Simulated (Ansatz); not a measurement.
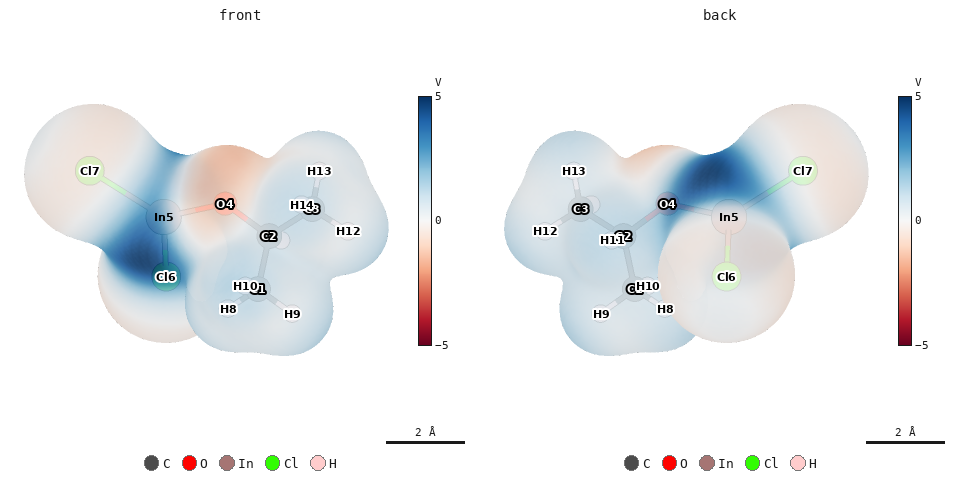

Figure. C3H7Cl2InO. The molecular electrostatic potential painted on the density surface at 0.004 e/bohr³, seen from the front and from behind; red is negative and blue positive.

Geometry: PBE0-D4/def2-TZVP; core potentials replace the inner electrons of In.

All numbers below come from RKS PBE0-D4/def2-TZVPP (Ansatz).

Input

```
crystal:
  periodic: [false, false, false]
  atoms:
    - {symbol: C, position_ang: [-0.460520, 0.493170, 1.211020]}
    - {symbol: C, position_ang: [-0.310113, -0.413153, 0.004804]}
    - {symbol: C, position_ang: [-0.208317, -1.872521, 0.398407]}
    - {symbol: O, position_ang: [0.873255, -0.101417, -0.720456]}
    - {symbol: In, position_ang: [1.050419, 1.589043, -1.693384]}
    - {symbol: Cl, position_ang: [-0.786914, 2.954605, -2.004397]}
    - {symbol: Cl, position_ang: [3.073231, 2.174545, -2.603937]}
    - {symbol: H, position_ang: [-0.569566, 1.539610, 0.906219]}
    - {symbol: H, position_ang: [-1.348199, 0.232020, 1.792122]}
    - {symbol: H, position_ang: [0.416164, 0.405565, 1.857943]}
    - {symbol: H, position_ang: [-1.191431, -0.285304, -0.641116]}
    - {symbol: H, position_ang: [-1.105850, -2.191177, 0.933874]}
    - {symbol: H, position_ang: [-0.090306, -2.498551, -0.487212]}
    - {symbol: H, position_ang: [0.658147, -2.026424, 1.046124]}
basis:
  gaussian: {orbitals: def2-TZVPP}
hamiltonian: {xc: pbe0, dispersion: d4}
output: {orbitals: {seedname: orbitals}}
```

Command:

```sh
ansatz run in.yaml --threads 4 --pin off --events-out ev --progress --plain --max-ram 11315MiB
```

Question: Where is the surface potential most negative and most positive?

Answer: The most negative region (about −1.4 V) lies over O4, the most positive (about +4.7 V) over In5. Cl6 shows a σ-hole: about +0.2 V at the tip opposite its bond, against about −0.3 V on its flanks. Cl7 shows a σ-hole: about +0.2 V at the tip opposite its bond, against about −0.3 V on its flanks. O4 is the likeliest acceptor of a hydrogen bond.
